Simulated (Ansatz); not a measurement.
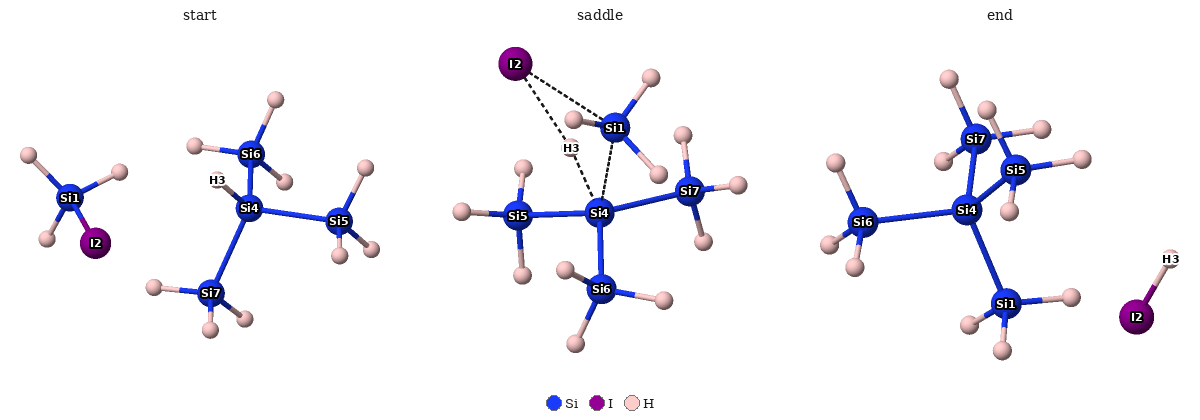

One elementary step of Si₅H₁₃I: start, first-order saddle point (changing pairs dashed) and end. Electronic energies at PBE0-D4/def2-TZVP geometries, energies in def2-TZVPP, the Ansatz code; cores frozen in correlated methods, no zero-point terms. Start and end are the structures at the ends of the path (complexes, where there are several molecules). On heavy atoms the filled d shell below the valence is correlated. The limit is the MP2 basis limit plus CCSD(T) less MP2 in triple zeta. Lines between the levels only guide the eye.

Which bonds change in the step?

Answer. Si1–Si4 (4.39 → 2.64 → 2.34 Å) and I2–H3 (3.53 → 2.28 → 1.61 Å) form; Si1–I2 (2.44 → 3.08 → 4.10 Å) and H3–Si4 (1.49 → 1.69 → 5.40 Å) break (lengths at start, saddle and end; changes of bond order aren't listed). The imaginary mode at the saddle is 375.6i cm⁻¹ (PBE0-D4).

What are the heights of saddle and end over the start, in kcal/mol? Levels: CCSD(T) at the basis limit.

Answer.
| level | barrier | reverse barrier | step energy |
| --- | --- | --- | --- |
| CCSD(T) at the basis limit | 46.6 | 30.2 | 16.4 |

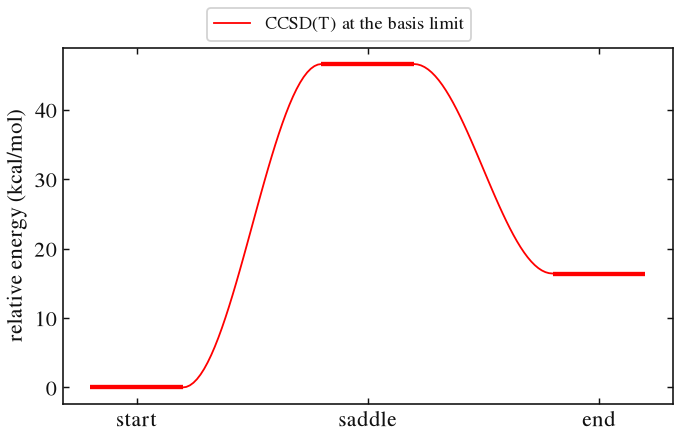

Caveats, for all or some of the runs: core potentials past krypton; spin-orbit coupling is left out, and with I it can shift these energies.
